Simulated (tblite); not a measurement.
# Geometry relaxation of C4H9FO3Si (part 4 of 4)

The same run, continued: C4H9FO3Si; GFN2-xTB geometry optimisation, gas phase (tblite 0.8.0). 

Geometry of the input (Å):
```
F  2.8268  1.1555  -0.3152
C  1.9916  0.4025  0.4584
C  0.9194  1.2879  1.0455
O  -0.0501  1.6753  0.0489
C  -0.6086  0.5334  -0.6006
O  -1.3588  -0.2598  0.2955
Si -2.6492  -1.0997  -0.3059
O  0.4058  -0.2075  -1.2803
C  1.4009  -0.7069  -0.3880
H  2.6179  -0.0209  1.2669
H  0.3907  0.7923  1.8693
H  1.3492  2.2100  1.4344
H  -1.2627  0.9622  -1.3728
H  -2.1688  -2.1721  -1.2136
H  -3.3942  -1.7115  0.8259
H  -3.5487  -0.1765  -1.0235
H  2.1777  -1.1668  -0.9949
H  0.9523  -1.4911  0.2384
```

**Trajectory as extended XYZ, continued**
```
18
Properties=species:S:1:pos:R:3:forces:R:3 step=97 energy=-867.84324
F     2.8758    0.9816   -0.2039    0.0090  -0.0130  -0.0130
C     1.9045    0.2954    0.4922    0.0040   0.0030   0.0010
C     0.8769    1.2794    1.0527   -0.0100  -0.0020   0.0020
O    -0.0010    1.7509    0.0438   -0.0030   0.0030  -0.0040
C    -0.6068    0.7320   -0.6623   -0.0040  -0.0010   0.0040
O    -1.4217   -0.0004    0.1682   -0.0030   0.0010   0.0110
Si   -2.4743   -1.1594   -0.2942    0.0020   0.0000  -0.0020
O     0.3053   -0.0850   -1.3174    0.0040   0.0050   0.0020
C     1.2126   -0.7122   -0.4277    0.0110   0.0010  -0.0020
H     2.4274   -0.2248    1.3042   -0.0010   0.0050   0.0060
H     0.3033    0.7845    1.8459   -0.0020  -0.0090   0.0140
H     1.3733    2.1681    1.4454   -0.0130   0.0010  -0.0050
H    -1.1860    1.2227   -1.4567    0.0020   0.0040   0.0000
H    -1.8091   -2.2112   -1.0663   -0.0070   0.0090   0.0160
H    -2.8805   -1.5930    1.0346    0.0020   0.0070  -0.0100
H    -3.5367   -0.5597   -1.1006    0.0000  -0.0070  -0.0040
H     1.9422   -1.2144   -1.0642    0.0070  -0.0070  -0.0060
H     0.6861   -1.4481    0.1947    0.0010   0.0010  -0.0110
18
Properties=species:S:1:pos:R:3:forces:R:3 step=100 energy=-867.84342
F     2.8755    0.9775   -0.2087    0.0040   0.0010  -0.0070
C     1.9047    0.2944    0.4909   -0.0010  -0.0020   0.0010
C     0.8776    1.2784    1.0534   -0.0050   0.0010  -0.0010
O    -0.0001    1.7523    0.0455   -0.0040  -0.0020   0.0030
C    -0.6084    0.7351   -0.6602   -0.0010   0.0010  -0.0030
O    -1.4269    0.0063    0.1699    0.0120   0.0020   0.0020
Si   -2.4712   -1.1584   -0.2959   -0.0160  -0.0010   0.0200
O     0.3018   -0.0841   -1.3154    0.0000   0.0010   0.0030
C     1.2100   -0.7129   -0.4274    0.0030  -0.0010  -0.0020
H     2.4292   -0.2247    1.3025   -0.0030  -0.0020   0.0070
H     0.3049    0.7823    1.8470    0.0010  -0.0050   0.0000
H     1.3727    2.1673    1.4466    0.0010   0.0020   0.0010
H    -1.1858    1.2268   -1.4553    0.0000   0.0080  -0.0030
H    -1.7970   -2.2098   -1.0579    0.0040  -0.0080  -0.0040
H    -2.8818   -1.5903    1.0316   -0.0020   0.0040   0.0000
H    -3.5348   -0.5691   -1.1078    0.0020  -0.0010  -0.0110
H     1.9376   -1.2163   -1.0656    0.0040  -0.0010  -0.0020
H     0.6832   -1.4484    0.1952    0.0040   0.0030  -0.0060
18
Properties=species:S:1:pos:R:3:forces:R:3 step=103 energy=-867.84348
F     2.8753    0.9792   -0.2109   -0.0010   0.0010   0.0030
C     1.9061    0.2954    0.4907    0.0000   0.0000  -0.0020
C     0.8776    1.2778    1.0539    0.0030  -0.0010   0.0000
O    -0.0008    1.7514    0.0467   -0.0020   0.0010   0.0030
C    -0.6081    0.7343   -0.6602    0.0000   0.0010   0.0000
O    -1.4270    0.0052    0.1694    0.0010  -0.0040  -0.0030
Si   -2.4739   -1.1580   -0.2957    0.0000  -0.0020  -0.0010
O     0.3028   -0.0847   -1.3146    0.0010   0.0030  -0.0050
C     1.2118   -0.7128   -0.4270   -0.0020   0.0000  -0.0020
H     2.4318   -0.2226    1.3024   -0.0030   0.0010   0.0000
H     0.3063    0.7798    1.8475    0.0000  -0.0010  -0.0030
H     1.3714    2.1672    1.4477    0.0000  -0.0010   0.0010
H    -1.1846    1.2267   -1.4556    0.0000   0.0010   0.0010
H    -1.8008   -2.2104   -1.0588   -0.0010   0.0000   0.0070
H    -2.8843   -1.5881    1.0318   -0.0060   0.0010   0.0090
H    -3.5370   -0.5696   -1.1092    0.0050   0.0010  -0.0050
H     1.9391   -1.2165   -1.0654    0.0030   0.0030   0.0000
H     0.6856   -1.4480    0.1959    0.0000  -0.0040  -0.0010
18
Properties=species:S:1:pos:R:3:forces:R:3 step=105 energy=-867.84351
F     2.8754    0.9790   -0.2110    0.0000   0.0000   0.0030
C     1.9060    0.2952    0.4904   -0.0010   0.0030   0.0010
C     0.8777    1.2776    1.0537   -0.0020   0.0000   0.0000
O    -0.0010    1.7515    0.0470    0.0010   0.0020  -0.0040
C    -0.6080    0.7345   -0.6603    0.0000  -0.0010   0.0000
O    -1.4267    0.0052    0.1693   -0.0050  -0.0040  -0.0020
Si   -2.4744   -1.1577   -0.2946    0.0070  -0.0080  -0.0050
O     0.3029   -0.0844   -1.3150    0.0030   0.0020  -0.0020
C     1.2120   -0.7128   -0.4276    0.0020   0.0020   0.0010
H     2.4313   -0.2222    1.3029   -0.0010  -0.0010  -0.0040
H     0.3059    0.7791    1.8465    0.0010  -0.0030   0.0030
H     1.3711    2.1669    1.4484    0.0010  -0.0030  -0.0010
H    -1.1842    1.2274   -1.4557   -0.0010  -0.0020   0.0020
H    -1.8006   -2.2104   -1.0575   -0.0050   0.0030   0.0120
H    -2.8859   -1.5874    1.0331   -0.0020   0.0050   0.0010
H    -3.5366   -0.5704   -1.1104    0.0050   0.0020  -0.0020
H     1.9401   -1.2158   -1.0658   -0.0010   0.0040  -0.0030
H     0.6864   -1.4489    0.1949   -0.0020  -0.0020  -0.0020
18
Properties=species:S:1:pos:R:3:forces:R:3 step=108 energy=-867.84357
F     2.8756    0.9755   -0.2123   -0.0010   0.0040   0.0050
C     1.9049    0.2940    0.4895   -0.0020   0.0010   0.0030
C     0.8784    1.2777    1.0536   -0.0040   0.0010   0.0010
O    -0.0012    1.7530    0.0483    0.0020  -0.0030  -0.0030
C    -0.6095    0.7370   -0.6591    0.0010  -0.0030  -0.0010
O    -1.4289    0.0081    0.1703    0.0000   0.0030   0.0000
Si   -2.4723   -1.1586   -0.2939    0.0010   0.0030   0.0020
O     0.3004   -0.0824   -1.3149    0.0000  -0.0010   0.0030
C     1.2094   -0.7129   -0.4286    0.0020   0.0030   0.0000
H     2.4290   -0.2240    1.3023    0.0020  -0.0040  -0.0040
H     0.3073    0.7790    1.8469   -0.0010   0.0000   0.0020
H     1.3729    2.1664    1.4480    0.0030  -0.0020   0.0010
H    -1.1853    1.2313   -1.4539   -0.0020  -0.0050   0.0010
H    -1.7905   -2.2102   -1.0492   -0.0020  -0.0130   0.0010
H    -2.8893   -1.5863    1.0331    0.0000   0.0100  -0.0040
H    -3.5310   -0.5759   -1.1175    0.0040   0.0000   0.0000
H     1.9373   -1.2154   -1.0675   -0.0040   0.0030  -0.0050
H     0.6839   -1.4499    0.1932   -0.0010   0.0050  -0.0040
18
Properties=species:S:1:pos:R:3:forces:R:3 step=111 energy=-867.84367
F     2.8755    0.9731   -0.2119   -0.0010   0.0080   0.0030
C     1.9033    0.2929    0.4890    0.0060  -0.0080  -0.0040
C     0.8781    1.2772    1.0541    0.0090  -0.0070   0.0040
O    -0.0005    1.7548    0.0492    0.0010  -0.0030   0.0100
C    -0.6103    0.7401   -0.6590   -0.0050   0.0050   0.0030
O    -1.4318    0.0125    0.1695    0.0130   0.0010   0.0090
Si   -2.4692   -1.1601   -0.2923   -0.0010   0.0140  -0.0050
O     0.2987   -0.0794   -1.3155   -0.0130   0.0010  -0.0050
C     1.2068   -0.7118   -0.4301   -0.0060  -0.0020  -0.0110
H     2.4265   -0.2274    1.3005    0.0050  -0.0040   0.0060
H     0.3080    0.7768    1.8471   -0.0090   0.0090  -0.0020
H     1.3752    2.1638    1.4497   -0.0050   0.0030   0.0010
H    -1.1860    1.2363   -1.4525   -0.0020  -0.0030  -0.0090
H    -1.7804   -2.2143   -1.0366    0.0020  -0.0220  -0.0040
H    -2.8924   -1.5800    1.0349   -0.0020   0.0070   0.0010
H    -3.5235   -0.5846   -1.1263    0.0000  -0.0020   0.0000
H     1.9331   -1.2140   -1.0708    0.0070   0.0000  -0.0030
H     0.6801   -1.4495    0.1895    0.0010   0.0030   0.0040
18
Properties=species:S:1:pos:R:3:forces:R:3 step=114 energy=-867.84402
F     2.8745    0.9744   -0.2086    0.0040   0.0090  -0.0020
C     1.9014    0.2908    0.4874    0.0120  -0.0110  -0.0090
C     0.8768    1.2727    1.0566    0.0150  -0.0130   0.0030
O     0.0011    1.7568    0.0524    0.0030   0.0090   0.0100
C    -0.6110    0.7457   -0.6595   -0.0070   0.0150   0.0080
O    -1.4338    0.0193    0.1680    0.0120  -0.0110   0.0140
Si   -2.4652   -1.1608   -0.2861    0.0130  -0.0190  -0.0210
O     0.2959   -0.0726   -1.3193   -0.0130   0.0060  -0.0130
C     1.2051   -0.7083   -0.4378   -0.0040  -0.0070  -0.0140
H     2.4239   -0.2338    1.2966    0.0030  -0.0100   0.0050
H     0.3050    0.7670    1.8450   -0.0140   0.0170   0.0030
H     1.3763    2.1550    1.4593   -0.0190   0.0060  -0.0030
H    -1.1862    1.2444   -1.4517   -0.0050   0.0060  -0.0070
H    -1.7698   -2.2334   -1.0019   -0.0070   0.0060   0.0200
H    -2.9077   -1.5523    1.0437    0.0000   0.0050  -0.0060
H    -3.5044   -0.6038   -1.1497   -0.0130   0.0070  -0.0040
H     1.9312   -1.2051   -1.0826    0.0130  -0.0090   0.0000
H     0.6782   -1.4498    0.1764    0.0070  -0.0080   0.0160
18
Properties=species:S:1:pos:R:3:forces:R:3 step=116 energy=-867.84434
F     2.8734    0.9784   -0.2094    0.0040   0.0010  -0.0020
C     1.9022    0.2898    0.4845    0.0000   0.0000  -0.0010
C     0.8776    1.2686    1.0591   -0.0010   0.0020  -0.0020
O    -0.0002    1.7559    0.0581    0.0040   0.0120  -0.0050
C    -0.6138    0.7474   -0.6559    0.0070   0.0050   0.0020
O    -1.4341    0.0193    0.1720    0.0010  -0.0090   0.0030
Si   -2.4642   -1.1610   -0.2844    0.0020  -0.0300  -0.0050
O     0.2913   -0.0695   -1.3205    0.0100   0.0020  -0.0030
C     1.2053   -0.7062   -0.4444    0.0070  -0.0020   0.0020
H     2.4259   -0.2365    1.2923    0.0010  -0.0110  -0.0120
H     0.3068    0.7614    1.8471   -0.0110   0.0080   0.0020
H     1.3758    2.1509    1.4632   -0.0100   0.0050   0.0000
H    -1.1896    1.2462   -1.4481   -0.0070   0.0120   0.0150
H    -1.7643   -2.2482   -0.9740   -0.0060   0.0120   0.0210
H    -2.9293   -1.5301    1.0446    0.0030   0.0030  -0.0170
H    -3.4865   -0.6114   -1.1726   -0.0120   0.0080  -0.0030
H     1.9328   -1.1971   -1.0925   -0.0040  -0.0100   0.0010
H     0.6823   -1.4514    0.1692    0.0120  -0.0080   0.0050
18
Properties=species:S:1:pos:R:3:forces:R:3 step=119 energy=-867.84457
F     2.8720    0.9810   -0.2149   -0.0010  -0.0040   0.0020
C     1.9037    0.2902    0.4810   -0.0060   0.0020   0.0030
C     0.8798    1.2669    1.0609   -0.0050   0.0100  -0.0010
O    -0.0022    1.7552    0.0638    0.0020   0.0020  -0.0050
C    -0.6168    0.7480   -0.6508    0.0070  -0.0050  -0.0020
O    -1.4364    0.0177    0.1762    0.0040  -0.0020   0.0010
Si   -2.4636   -1.1630   -0.2868   -0.0220   0.0120   0.0060
O     0.2870   -0.0679   -1.3189    0.0120  -0.0020   0.0020
C     1.2043   -0.7053   -0.4466    0.0050   0.0000   0.0050
H     2.4300   -0.2382    1.2857    0.0050  -0.0040  -0.0090
H     0.3125    0.7594    1.8515   -0.0080   0.0030  -0.0080
H     1.3767    2.1505    1.4633    0.0040   0.0030   0.0050
H    -1.1945    1.2484   -1.4407   -0.0030   0.0110   0.0140
H    -1.7548   -2.2561   -0.9535    0.0030  -0.0110  -0.0040
H    -2.9487   -1.5190    1.0381   -0.0010  -0.0020  -0.0090
H    -3.4728   -0.6139   -1.1919    0.0060  -0.0090   0.0050
H     1.9301   -1.1959   -1.0972   -0.0090  -0.0050   0.0000
H     0.6849   -1.4517    0.1692    0.0090   0.0010  -0.0050
18
Properties=species:S:1:pos:R:3:forces:R:3 step=122 energy=-867.84471
F     2.8717    0.9851   -0.2144    0.0000  -0.0010   0.0000
C     1.9047    0.2912    0.4801    0.0010  -0.0010   0.0010
C     0.8793    1.2656    1.0619    0.0010   0.0010   0.0010
O    -0.0018    1.7547    0.0648    0.0000   0.0010  -0.0010
C    -0.6158    0.7474   -0.6502   -0.0020   0.0010  -0.0010
O    -1.4345    0.0150    0.1759    0.0030  -0.0010   0.0070
Si   -2.4658   -1.1629   -0.2853    0.0010   0.0040   0.0010
O     0.2887   -0.0661   -1.3200   -0.0030  -0.0030  -0.0040
C     1.2070   -0.7038   -0.4492   -0.0010   0.0000  -0.0010
H     2.4327   -0.2396    1.2819    0.0030   0.0020   0.0040
H     0.3102    0.7560    1.8497   -0.0020  -0.0010  -0.0010
H     1.3746    2.1487    1.4676    0.0040   0.0000   0.0010
H    -1.1957    1.2500   -1.4368   -0.0010   0.0030  -0.0040
H    -1.7579   -2.2647   -0.9400   -0.0020  -0.0020   0.0000
H    -2.9610   -1.5080    1.0382   -0.0020  -0.0040   0.0000
H    -3.4669   -0.6163   -1.1998   -0.0020  -0.0020  -0.0030
H     1.9317   -1.1934   -1.1015    0.0040   0.0020   0.0000
H     0.6901   -1.4527    0.1654   -0.0040   0.0020   0.0000
```

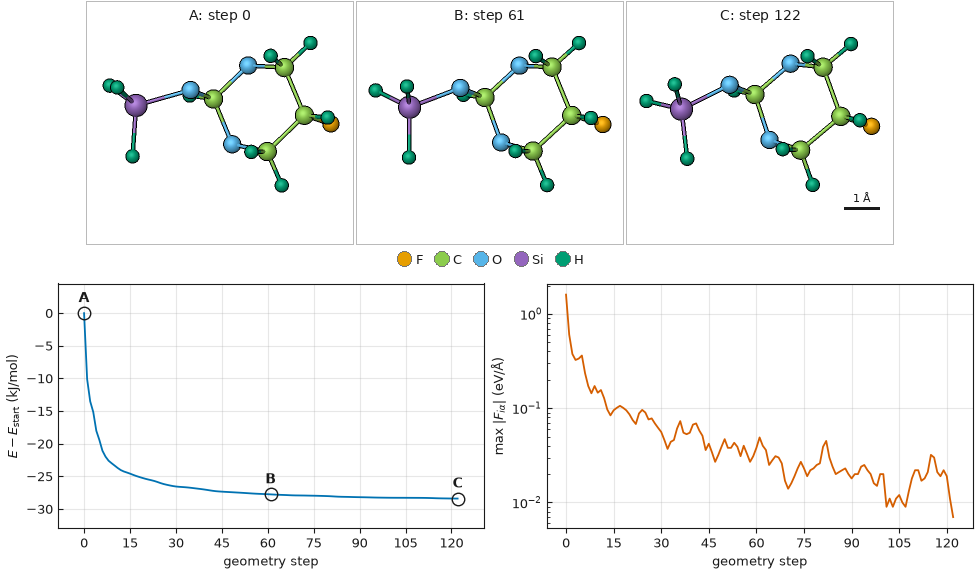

Figure 1. Frames of the relaxation (ball-and-stick view, seen at a tilt) above the curves, on which the letters mark them (steps are counted from 0).

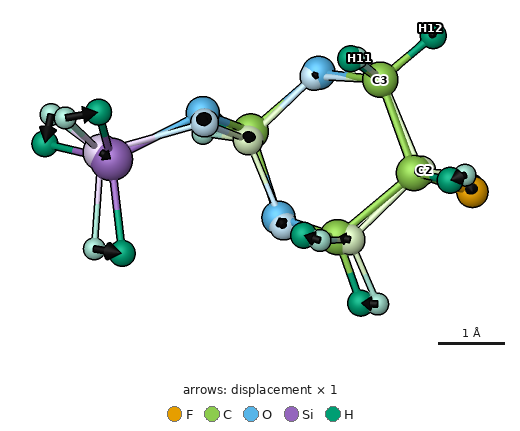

Figure 2. Start (faint) and end (solid) with the displacements as black arrows, at true length (ball-and-stick view, seen at a tilt). The two geometries are laid on each other by the best rigid fit. After 122 geometry steps the energy has fallen by 28.4 kJ/mol. The largest force component goes from 1.6 to 0.007 eV/Å. The largest move after the best rigid fit is that of H15, 0.52 Å. Largest moves by element: H 0.52 Å, O 0.31 Å, C 0.22 Å, F 0.20 Å, Si 0.20 Å. Among the contacts that change: O4–C5 1.427 → 1.379 Å, C5–O8 1.428 → 1.389 Å, C5–O6 1.412 → 1.374 Å, Si7–H15 1.487 → 1.455 Å. Among the angles that change: O6–Si7–H15 108.9° → 97.4°, C5–O6–Si7 118.0° → 126.2°, H15–Si7–H16 108.8° → 115.1°. (Atoms are counted from 1 in the order of the input.)

**Key numbers**

| quantity | value |
| --- | --- |
| outcome | converged |
| total energy | −867.8447 eV |
| wall time | 1.6 s |
| peak memory | 0.18 GiB |
